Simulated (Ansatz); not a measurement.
## Computed frozen-phonon scan: MgO (rock salt)

Starting cell, MgO (rock salt):

```
CELL_PARAMETERS angstrom
      0.00000     4.25375     4.25375
      2.12687     0.00000     2.12687
      2.12687     2.12687     0.00000
ATOMIC_POSITIONS crystal
  O  0.00000 0.00000 0.00000
  O  0.50000 0.00000 0.00000
  Mg 0.25000 0.50000 0.50000
  Mg 0.75000 0.50000 0.50000
```

The atoms are displaced by Q × the pattern below (from a DFPT mode at L = (0.5, 0.0, 0.0), largest move 1; Q in Å), at fixed cell. (q is in reciprocal vectors of the primitive cell; the cell shown is doubled to hold the pattern.)

```tsv
atom	x	y	z
O1	0.577	-0.577	-0.577
O2	-0.577	0.577	0.577
```

Atoms not listed stay in place.

All values below come from PBE (plane waves to 420 eV, PAW, scalar-relativistic; Ansatz, a quantum-chemistry and plane-wave program). k mesh 13×13×13 (Γ-centred), Fermi-Dirac smearing 0.05 eV. E stands for the smeared free energy. MgO was relaxed with its symmetry unable to fall. ΔE is measured from the undisplaced structure.

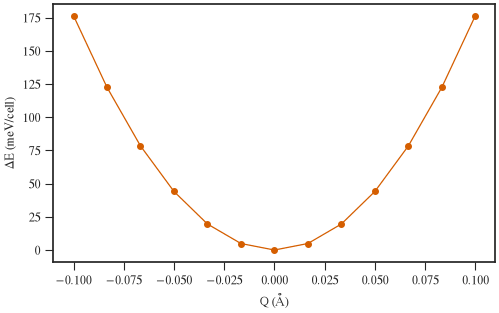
ΔE (meV/cell) against Q (Å); one marker a computed point.

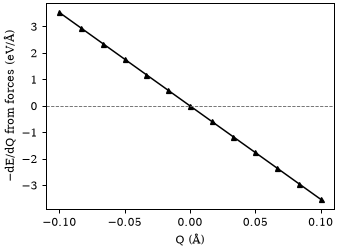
Figure. −dE/dQ from forces (eV/Å) against Q (Å); markers are the computed points, lines only join them.

Harmonic wavenumber from the curvature (finite differences): 548 cm⁻¹. Wavenumber by perturbation theory (DFPT, on another k mesh): 548 cm⁻¹. Space group of the distorted cell: R-3m (No. 166), lowered from Fm-3m. Symmetry of the curve: even: the same for both signs. Shape of the curve: a single well with its minimum at or next to zero displacement.

E″ = 35.29 eV/Å², M = Σ mᵢ|uᵢ|² = 32.0 u, ν̃ = 521.5·√(|E″|/M).

(For displaced atoms, the force is minus the slope of the energy, and its curvature is a force constant, which sets phonon frequencies.)
